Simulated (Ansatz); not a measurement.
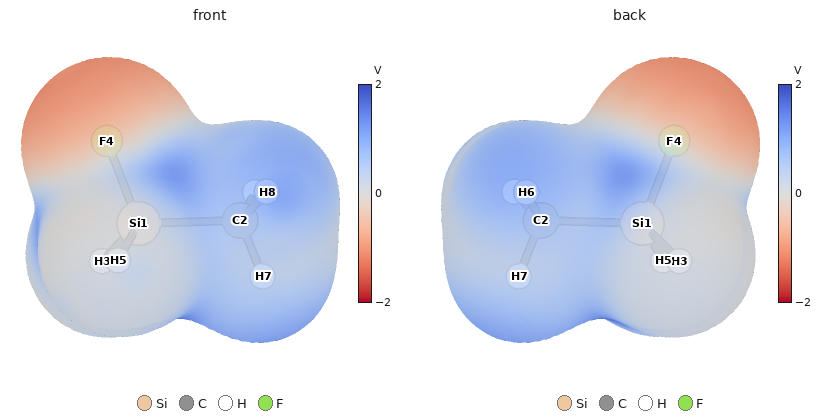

*CH$_{5}$FSi. The molecular electrostatic potential painted on the density surface at 0.002 e/bohr³, seen from the front and from behind; red is negative and blue positive.*

The product side of a reaction path; geometry: PBE0-D4/def2-TZVP.

Level of theory: RKS PBE0-D4/def2-TZVPP (Ansatz).

Input file:

```
crystal:
  periodic: [false, false, false]
  atoms:
    - {symbol: Si, position_ang: [-0.735266, 0.435613, -0.159040]}
    - {symbol: C, position_ang: [0.807670, -0.532185, 0.184313]}
    - {symbol: H, position_ang: [-1.414276, -0.041688, -1.390239]}
    - {symbol: F, position_ang: [-0.356462, 1.977214, -0.390738]}
    - {symbol: H, position_ang: [-1.678704, 0.380458, 0.986233]}
    - {symbol: H, position_ang: [1.504605, -0.470813, -0.654598]}
    - {symbol: H, position_ang: [0.560530, -1.585687, 0.343993]}
    - {symbol: H, position_ang: [1.312004, -0.162713, 1.080078]}
basis:
  gaussian: {orbitals: def2-TZVPP}
hamiltonian: {xc: pbe0, dispersion: d4}
output: {orbitals: {seedname: orbitals}}
```

Launched as:

```sh
ansatz run in.yaml --threads 2 --pin off --events-out ev --progress --plain --max-ram 4352MiB
```

### Which sites attract a positive test charge, and which a negative one?

A positive charge is drawn to the negative regions and a negative charge to the positive ones. The most negative region (about −1.0 V) lies over F4, the most positive (about +1.5 V) over Si1.
